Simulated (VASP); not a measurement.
Band structure of Cu₂Te (relaxed from the CdI2 structure, space group P-3m1). Level of theory: PBEsol GGA, VASP's PBE PAW potentials (set 64) (plane waves; VASP).

Without a dispersion term in the relaxation, distances and binding between the weakly bound layers, chains or molecules are unreliable, and so is what depends on them. Unless said otherwise, spin-orbit coupling is left out, though it shifts the bands of the heavy elements here.

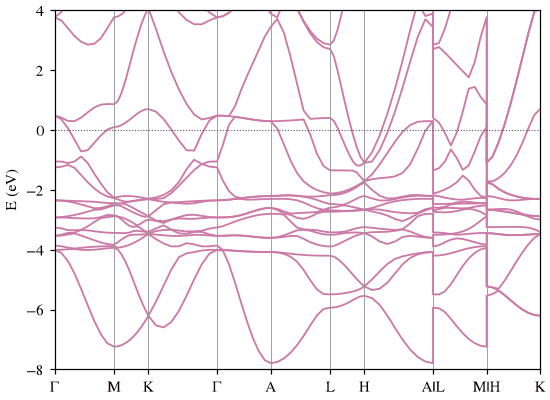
*Bands along high-symmetry lines, zero at the valence-band maximum or, without a gap, the Fermi level*

Question: Read the plot: is there a gap, and where are the band edges?

Answer: It has no gap at this level: it comes out as a metal or semimetal. (Edges off the drawn lines would not show.)

The structure was generated: Cu2Te was put into the CdI2 type (P-3m1), which need not be its known phase. It was relaxed first, which changed the volume by -32 %.
